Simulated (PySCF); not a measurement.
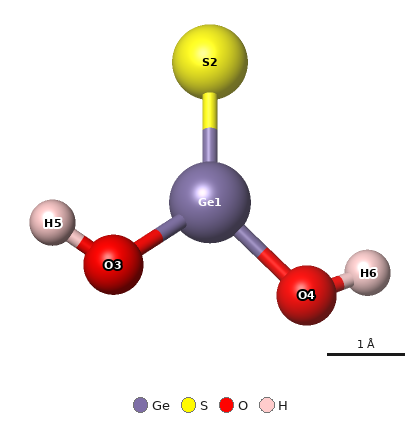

The input geometry (ball-and-stick view, seen at a tilt; atoms are numbered from 1 in the order of the input). Sticks mark near contacts.

**Run report: GeH$_{2}$SO$_{2}$, frequency calculation**

GeH$_{2}$SO$_{2}$, computed with RKS-based PBE0, Ge def2-SVP, S def2-SVP, O def2-SVP, H def2-SVP; non-relativistic Hamiltonian; density fitting (PySCF 2.14.0).

**The program's output**
```
init E= -2625.84597215232
  HOMO = -0.265421290922458  LUMO = -0.0440907534381401  gap/eV = 6.02271
cycle= 1 E= -2625.84597215209  delta_E= 2.31e-10  |g|= 3.35e-05  |ddm|= 6.02e-05
  HOMO = -0.265413269190459  LUMO = -0.0440929256968796  gap/eV = 6.02243
cycle= 2 E= -2625.84597215117  delta_E= 9.25e-10  |g|= 6.57e-05  |ddm|= 0.000115
  HOMO = -0.265418377439686  LUMO = -0.0440914128148773  gap/eV = 6.02261
cycle= 3 E= -2625.8459721524  delta_E= -1.23e-09  |g|= 2e-06  |ddm|= 7.51e-05
  HOMO = -0.265418463992235  LUMO = -0.0440914259948495  gap/eV = 6.02262
cycle= 4 E= -2625.8459721524  delta_E= 4.55e-13  |g|= 1.13e-07  |ddm|= 1.73e-06
  HOMO = -0.265418486203222  LUMO = -0.0440914493614821  gap/eV = 6.02262
Extra cycle  E= -2625.84597215241  delta_E= -1.46e-11  |g|= 1.45e-07  |ddm|= 3.04e-07
converged SCF energy = -2625.84597215241
```

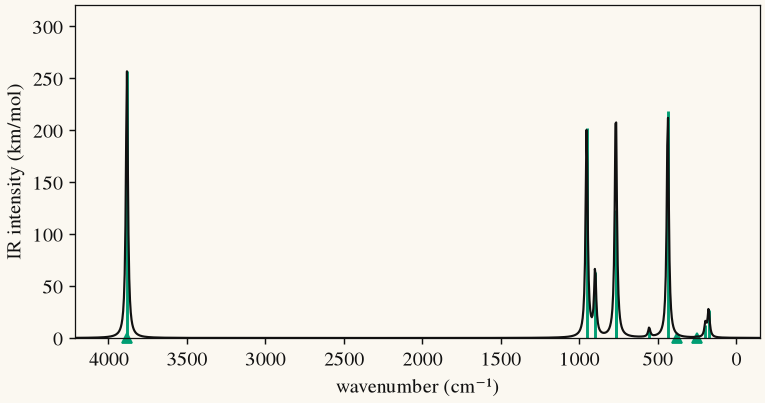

Harmonic infrared spectrum, unscaled: sticks (degenerate modes added up, dark ones marked on the axis) with a Lorentzian envelope of 16 cm⁻¹ full width, scaled to the tallest stick. 12 modes from 175 to 3884 cm⁻¹, none imaginary. The strongest line is at 3882 cm⁻¹ (257 km/mol). All modes, in cm⁻¹ (km/mol): 175 (27), 195 (12.9), 251 (0.4), 376 (0.0), 435 (218), 553 (8.9), 765 (123), 767 (104), 898 (64), 952 (202), 3882 (257), 3884 (0.4).

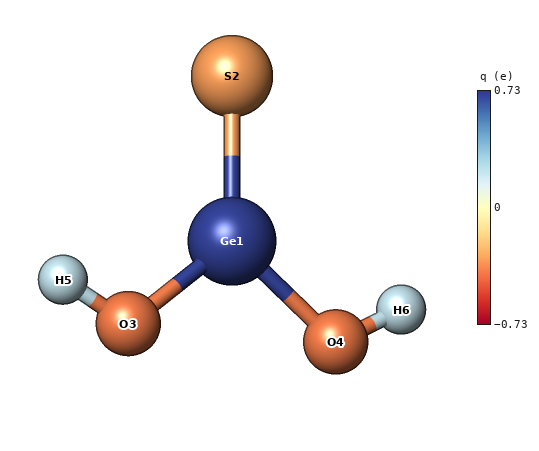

Mulliken charges, as the colour of each atom (ball-and-stick view, seen at a tilt; atoms are numbered from 1 in the order of the input). By element: Ge +0.70, S −0.32, O −0.40 and H +0.21 e.

This output came from the following input.

**Input**
```python
from pyscf import gto, scf, dft
mol = gto.M(atom='''
Ge    -0.196623     0.000000     0.000000
S      1.825599     0.000000     0.000000
O     -1.317714     1.340128     0.000000
O     -1.317714    -1.340128     0.000000
H     -0.850783     2.185432     0.000000
H     -0.850783    -2.185432     0.000000''',
    basis={'Ge': 'def2-SVP', 'S': 'def2-SVP', 'O': 'def2-SVP', 'H': 'def2-SVP'},
    charge=0, spin=0)
mf = dft.RKS(mol, xc='PBE0')
mf.grids.atom_grid = (75, 302)
aux = {'Ge': 'def2-universal-JKFIT', 'S': 'def2-universal-JKFIT', 'O': 'def2-universal-JKFIT', 'H': 'def2-universal-JKFIT'}
mf = mf.density_fit(auxbasis=aux)
mf.conv_tol = 1e-09
mf.diis_space = 10
mf.max_cycle = 60
mf.verbose = 4
mf.kernel()
```

The script is an equivalent of the set-up of the self-consistent field. The run itself was carried out by a driver, which started from the orbitals of the step before it where there was one and computed the further properties.

Run as:
```bash
OMP_NUM_THREADS=2 python axn.py task.json out
```

**Summary**

```json
{"quantity": "outcome", "value": "converged"}
{"quantity": "total energy", "value": "−2625.845972 hartree"}
{"quantity": "HOMO", "value": "−7.22 eV"}
{"quantity": "LUMO", "value": "−1.20 eV"}
{"quantity": "zero-point energy", "value": "0.029920 hartree"}
{"quantity": "dipole moment", "value": "0.59 D"}
{"quantity": "wavenumbers, lowest and highest", "value": "175 and 3884 cm⁻¹"}
{"quantity": "hardware", "value": "2 threads of Arm Neoverse N1, 54 GiB of memory available, shared host"}
{"quantity": "wall time", "value": "97 s (CPU time 2.7 min)"}
{"quantity": "peak memory", "value": "1.4 GiB"}
```
